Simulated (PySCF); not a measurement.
## What a change does: NMR shielding calculation on GeH4O2

System: GeH4O2 (Ge(OH)2H2).
Method of the first run: GIAO B3LYP/pcSseg-1 Ge:pcSseg-2 NMR shielding, non-relativistic, gas phase (PySCF 2.14.0).

The geometry comes from this level: PBE0-D3(BJ)/def2-SVP. Text and figures count atoms from 1; the logs count them from 0 in places.

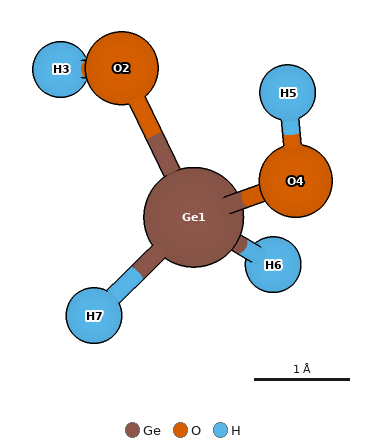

Figure 1. The input geometry (ball-and-stick view, seen at a tilt; atoms are numbered from 1 in the order of the input). Sticks mark near contacts. Bond lengths as drawn: Ge–H 1.54 Å, Ge–O 1.77 to 1.78 Å and H–O 0.96 Å.

**Input file, the first run**
```
{"job": {"kind": "nmr", "xc": "B3LYP", "basis": {"default": "pcSseg-1", "Ge": "pcSseg-2"}, "pop": false}, "charge": 0, "multiplicity": 1}
Ge    -0.284000     0.044931    -0.389982
O     -0.147432     0.028445     1.382997
H     -0.979810     0.131381     1.854629
O      1.388035    -0.190186    -0.911410
H      1.967537    -0.296965    -0.147962
H     -0.791813     1.407800    -0.897499
H     -1.152518    -1.125415    -0.890783
```

The first line tells a small driver script what to run in PySCF; the rest is the geometry in Å.

Hardware: 1 CPU thread, shared host.

**Output (the first run)**
```
coarse grid: 27664 points
cycle   1  E = -2229.7199341104  dE = -3.838e-01  |g| = 1.542e+00  |ddm| = 2.174e+00
cycle   2  E = -2229.0332131320  dE =  6.867e-01  |g| = 2.519e+00  |ddm| = 2.044e+00
cycle   3  E = -2229.9683988626  dE = -9.352e-01  |g| = 2.659e-01  |ddm| = 1.627e+00
cycle   4  E = -2229.9804117747  dE = -1.201e-02  |g| = 1.222e-01  |ddm| = 2.105e-01
cycle   5  E = -2229.9817333628  dE = -1.322e-03  |g| = 1.818e-02  |ddm| = 5.301e-02
cycle   6  E = -2229.9817708570  dE = -3.749e-05  |g| = 9.487e-03  |ddm| = 1.556e-02
cycle   7  E = -2229.9817855376  dE = -1.468e-05  |g| = 1.670e-03  |ddm| = 5.830e-03
cycle   8  E = -2229.9817860606  dE = -5.230e-07  |g| = 1.798e-04  |ddm| = 1.286e-03
final grid: 56944 points
cycle   9  E = -2229.9817718031  dE = -1.194e-08  |g| = 2.356e-04  |ddm| = 5.153e-04
cycle  10  E = -2229.9817717918  dE =  1.129e-08  |g| = 3.825e-04  |ddm| = 3.279e-04
cycle  11  E = -2229.9817718115  dE = -1.972e-08  |g| = 3.788e-05  |ddm| = 1.912e-04
cycle  12  E = -2229.9817718118  dE = -2.651e-10  |g| = 1.493e-05  |ddm| = 3.647e-05
converged SCF energy = -2229.9817718118

GIAO shielding tensors (ppm)
atom      isotropic    diamagn.    paramagn.     s11        s22        s33       span
  0 Ge    1285.755    2757.103   -1471.349   1228.228   1271.834   1357.203    128.975
  1 O      303.530     387.598     -84.069    251.972    293.105    365.512    113.540
  2 H       31.032      30.666       0.366     21.731     25.551     45.815     24.084
  3 O      310.263     387.570     -77.307    245.977    305.225    379.587    133.610
  4 H       31.075      31.138      -0.063     21.752     27.300     44.173     22.421
  5 H       25.668      28.251      -2.583     19.731     20.452     36.822     17.092
  6 H       25.656      28.271      -2.615     19.707     20.452     36.808     17.101
```

The second run used a changed input.

**The two runs side by side**

| quantity | the first run | the second run |
| --- | --- | --- |
| outcome | converged | converged |
| total energy (hartree) | −2229.981772 | −2229.454840 |
| HOMO (eV) | −8.07 | −6.73 |
| LUMO (eV) | −0.11 | −0.65 |
| dipole moment (D) | 2.04 | 1.94 |
| shielding of Ge1 (ppm) | 1285.8 | 1242.1 |
| shielding of O2 (ppm) | 303.5 | 297.7 |
| shielding of H3 (ppm) | 31.0 | 30.9 |
| shielding of O4 (ppm) | 310.3 | 304.3 |
| shielding of H5 (ppm) | 31.1 | 31.1 |
| shielding of H6 (ppm) | 25.7 | 25.1 |
| shielding of H7 (ppm) | 25.7 | 25.1 |
| SCF iterations | 12 | 13 |
| basis functions | 117 | 117 |
| wall time (shared host) | 6.8 s | 9.3 s |

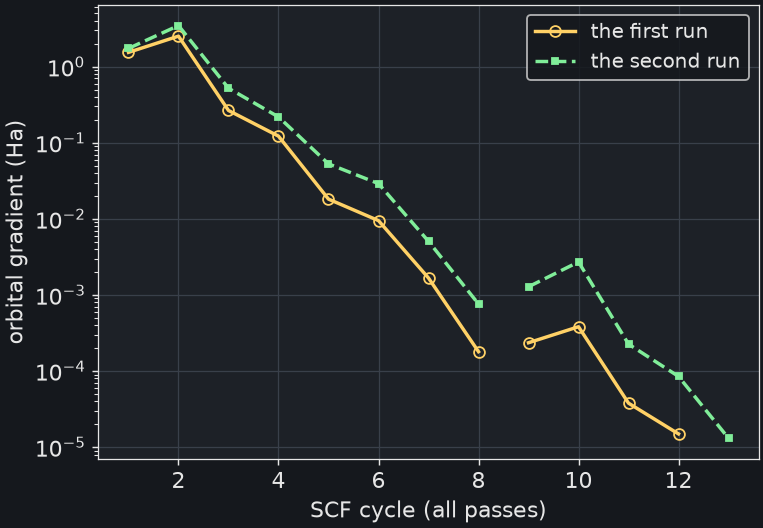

Figure 2. Convergence of the two runs: orbital gradient against the SCF cycle. A break in a curve parts two SCF passes (coarse and final grid). The first run takes 12 cycles in all, and the second run takes 13.

Which change of the input explains these differences?

The change (lines with − go, lines with + come):
```diff
-"xc": "B3LYP"
+"xc": "PBE"
```

The total energies belong to different methods, so their difference says nothing on which is more stable or more accurate. The HOMO goes from −8.07 to −6.73 eV. The LUMO goes from −0.11 to −0.65 eV. The dipole moment goes from 2.04 to 1.94 D. Of all shieldings, the largest change is that of Ge1, by −43.7 ppm. The functional changes from B3LYP to PBE. Exact exchange removes part of the self-interaction error of semilocal functionals, which pushes filled and empty levels apart. The SCF takes 13 iterations against 12.

**Output (the second run)**
```
coarse grid: 27664 points
cycle   1  E = -2229.1360893758  dE = -2.853e-01  |g| = 1.738e+00  |ddm| = 2.204e+00
cycle   2  E = -2227.4673644449  dE =  1.669e+00  |g| = 3.470e+00  |ddm| = 3.058e+00
cycle   3  E = -2229.4005227742  dE = -1.933e+00  |g| = 5.211e-01  |ddm| = 2.768e+00
cycle   4  E = -2229.4502858720  dE = -4.976e-02  |g| = 2.188e-01  |ddm| = 4.437e-01
cycle   5  E = -2229.4543069526  dE = -4.021e-03  |g| = 5.282e-02  |ddm| = 1.105e-01
cycle   6  E = -2229.4546930454  dE = -3.861e-04  |g| = 2.906e-02  |ddm| = 5.136e-02
cycle   7  E = -2229.4548389144  dE = -1.459e-04  |g| = 5.067e-03  |ddm| = 1.902e-02
cycle   8  E = -2229.4548438975  dE = -4.983e-06  |g| = 7.616e-04  |ddm| = 4.392e-03
final grid: 56944 points
cycle   9  E = -2229.4548395550  dE =  1.254e-07  |g| = 1.282e-03  |ddm| = 1.444e-03
cycle  10  E = -2229.4548386935  dE =  8.615e-07  |g| = 2.716e-03  |ddm| = 2.154e-03
cycle  11  E = -2229.4548398193  dE = -1.126e-06  |g| = 2.261e-04  |ddm| = 1.504e-03
cycle  12  E = -2229.4548398308  dE = -1.145e-08  |g| = 8.504e-05  |ddm| = 2.514e-04
cycle  13  E = -2229.4548398315  dE = -7.658e-10  |g| = 1.311e-05  |ddm| = 4.089e-05
converged SCF energy = -2229.4548398315

GIAO shielding tensors (ppm)
atom      isotropic    diamagn.    paramagn.     s11        s22        s33       span
  0 Ge    1242.075    2757.908   -1515.834   1186.836   1214.185   1325.203    138.366
  1 O      297.688     386.834     -89.146    245.822    287.835    359.407    113.586
  2 H       30.933      30.661       0.272     21.664     25.663     45.473     23.809
  3 O      304.303     386.842     -82.539    239.101    296.981    376.827    137.725
  4 H       31.087      31.153      -0.066     21.889     27.496     43.877     21.988
  5 H       25.124      28.064      -2.940     19.144     19.862     36.366     17.223
  6 H       25.107      28.083      -2.976     19.112     19.858     36.350     17.238
```

For both runs: Spin–orbit coupling is left out, which matters for the heavy atoms.
